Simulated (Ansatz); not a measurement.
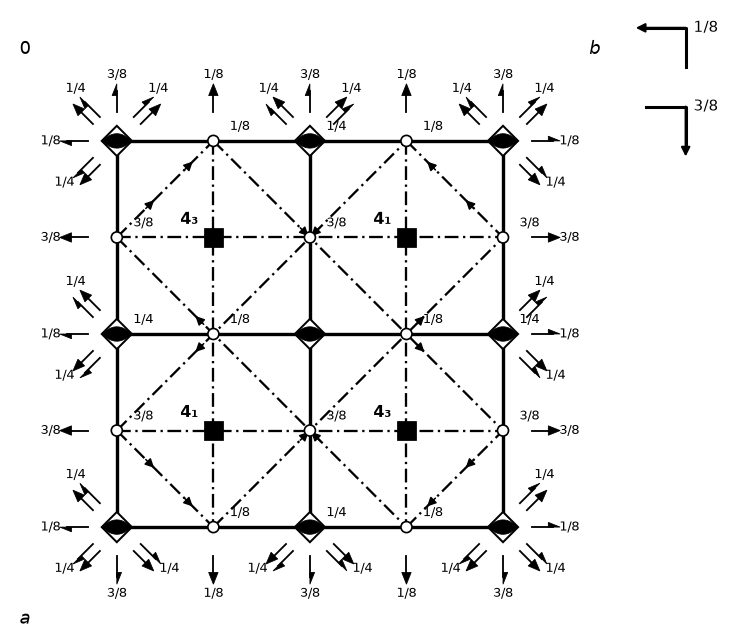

Symmetry elements of a space group, projected down c, computed from the operations of a computed or model structure of composition TiO2.

Graphical symbols as in the International Tables (origin upper left, heights as fractions; handed screw axes are marked by their printed symbols).

Question: Identify the space group.

Answer: I4₁/amd (No. 141, origin choice 1); body-centred tetragonal, point group 4/mmm, 32 general positions a cell.

Question: List the elements shown.

Answer: −4 axes along c at (0, 0; inversion point at height 0), (0, 1/2; inversion point at height 1/4), (1/2, 0; inversion point at height 1/4), (1/2, 1/2; inversion point at height 0); 4₃ axes along c at (1/4, 1/4), (3/4, 3/4); 4₁ axes along c at (1/4, 3/4), (3/4, 1/4); inversion centres at (0, 1/4; c height 1/8), (0, 3/4; c height 1/8), (1/4, 0; c height 3/8), (1/4, 1/2; c height 3/8), (1/2, 1/4; c height 1/8), (1/2, 3/4; c height 1/8), (3/4, 0; c height 3/8), (3/4, 1/2; c height 3/8); d glide planes holding c and [1 1 0] or [−1 1 0]; mirror planes normal to a, at x = 0, 1/2; n glide planes normal to a, at x = 1/4, 3/4; mirror planes normal to b, at y = 0, 1/2; n glide planes normal to b, at y = 1/4, 3/4; a b glide plane normal to c at height 1/8; an a glide plane normal to c at height 3/8; 2 axes along [1 1 0] at heights 0, 1/4; 2 axes along [−1 1 0] at heights 0, 1/4; 2 axes along a at height 1/8; 2 axes along b at height 3/8; 2₁ axes along [1 1 0] at heights 0, 1/4; 2₁ axes along [−1 1 0] at heights 0, 1/4; 2₁ axes along a at height 3/8; 2₁ axes along b at height 1/8. Heights repeat every half period; positions are (a, b) fractions, modulo 1.
